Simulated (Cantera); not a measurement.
A closed system holds: 1 mol Si3N4, 0.17 mol N2O, 140 mol H2, at 0.100 bar.

Equilibrium computed with Cantera from the NASA thermochemical tables; the gas is ideal and each condensed phase is pure. Candidate condensed phases: H2O, Si, SiO2, Si2N2O, Si3N4; 35 gas species. Mutual solubility and eutectic melting of coexisting phases are not modelled. Gases not in the tables: Si2H6 and higher silanes. The numbers say what is thermodynamically allowed, not how fast it happens.

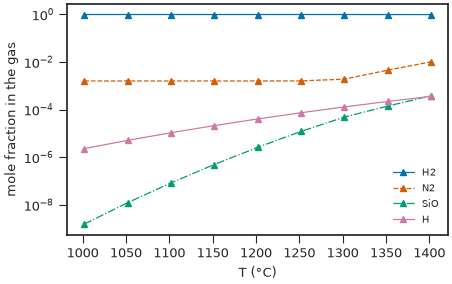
Figure. Equilibrium gas composition (values under 1e-9 drawn at 1e-9)

From 1002 °C to 1252 °C the condensed part is Si2N2O(s) + Si3N4(s). From 1302 °C to 1402 °C the condensed part is Si(s) + Si2N2O(s) + Si3N4(s).
